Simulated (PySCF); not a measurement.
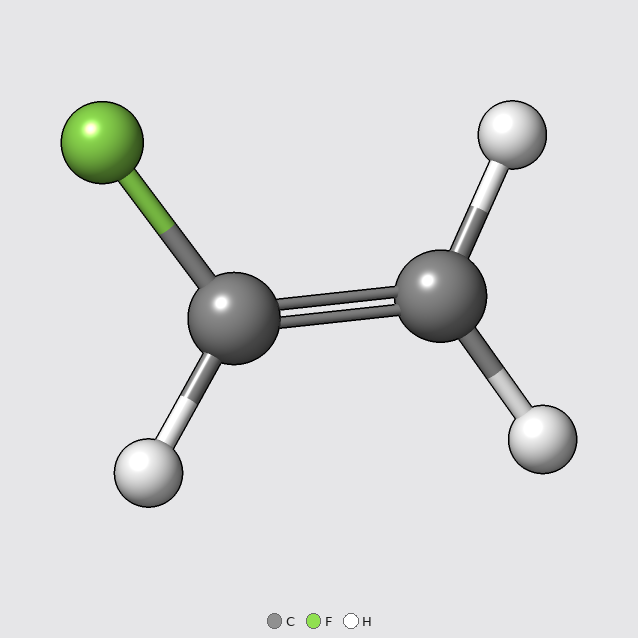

Rendered structure (ball-and-stick style). Multiple sticks mark multiple bonds (one Kekulé form).

The computed structure is the end point of a GFN2-xTB optimisation. No frequency run is at hand to confirm it as a minimum.

Give the formula.

C₂H₃F, 6 atoms: 2 carbon, 3 hydrogen and 1 fluorine.

How many atoms are distinct by symmetry?

6: 1 C, 1 C, 1 F, 1 H, 1 H, 1 H.

What is the point group of this geometry?

Cs.

Give a SMILES string for it.

C=CF

The parts below concern this one geometry. Atoms keep their numbers from picture to picture.

NMR shielding

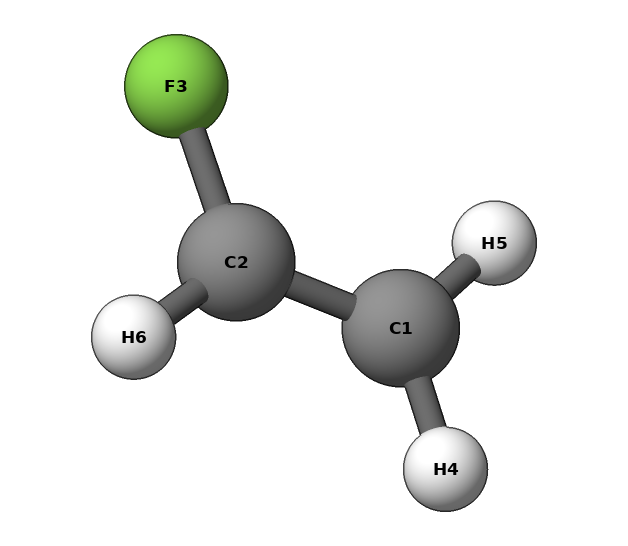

The questions are on isotropic NMR shieldings of the C atoms. No frequency run is at hand to confirm it as a minimum. Properties computed with GIAO PBE0/pcSseg-1 NMR shielding, non-relativistic, gas phase (PySCF 2.14.0).

Give the isotropic NMR shieldings of the C atoms atom by atom.

```
atom  σ (ppm)
  C1     86.8
  C2     21.5
```

Dipole moment

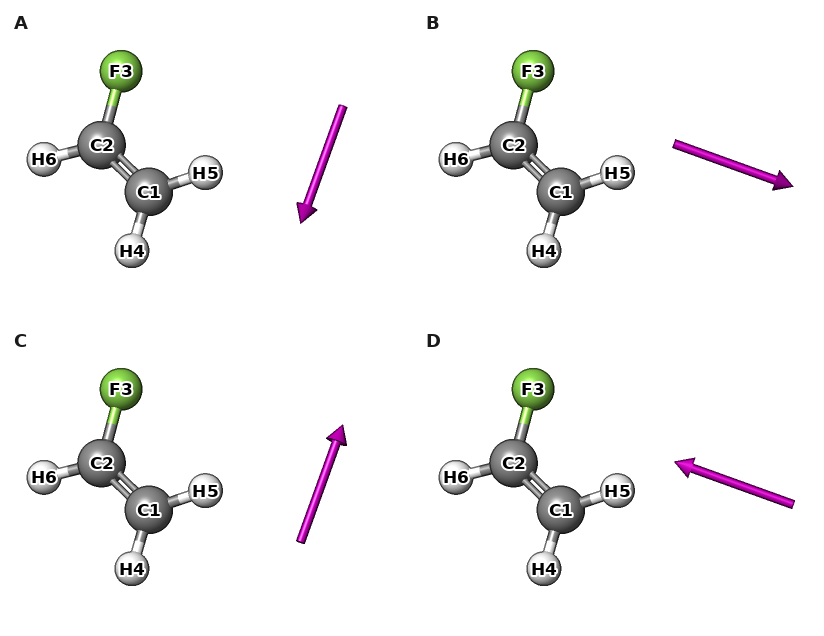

The same molecule four times, each with an arrow. No frequency run is at hand to confirm it as a minimum. Level of theory: PBE0/pcSseg-1, gas phase (PySCF 2.14.0).

Which arrow points along the dipole moment, from the negative to the positive end?

A. The dipole moment is 1.43 D; it points from the side of F3 to the side of H4 (the outermost atoms at the two ends).

Bond orders

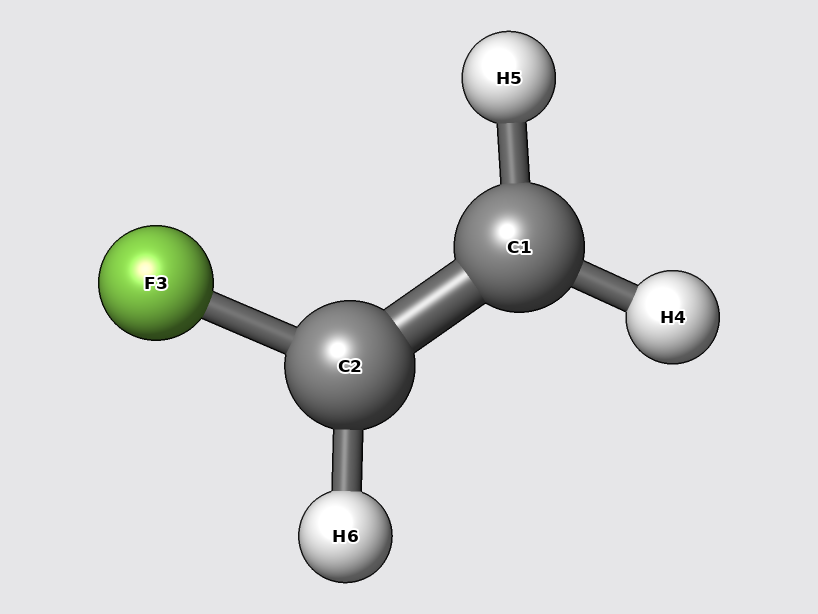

The thickness of each stick grows with its Mayer bond order. No frequency run is at hand to confirm it as a minimum. Computed with PBE0/pcSseg-1 (PySCF 2.14.0).

Which bond has the highest Mayer bond order?

C1–C2, 1.95, at a length of 1.314 Å.

List the Mayer bond orders of C1–C2, C1–H4, C1–H5, C2–F3, C2–H6.

```
 bond  Mayer order  length (Å)
C1–C2         1.95       1.314
C1–H4         0.95       1.073
C1–H5         0.95       1.075
C2–F3         0.96       1.342
C2–H6         0.97       1.081
```

Charges

The questions are on ESP-fitted charges. No frequency run is at hand to confirm it as a minimum. Method: PBE0/pcSseg-1, gas phase (PySCF 2.14.0).

Which atom carries the highest charge (most positive or least negative)?

H5 (0.26 e).

And the lowest?

C1 (−0.60 e).

Give the ESP-fitted charges atom by atom.

```
atom  value (e)
  C1      −0.60
  C2       0.16
  F3      −0.16
  H4       0.22
  H5       0.26
  H6       0.13
```
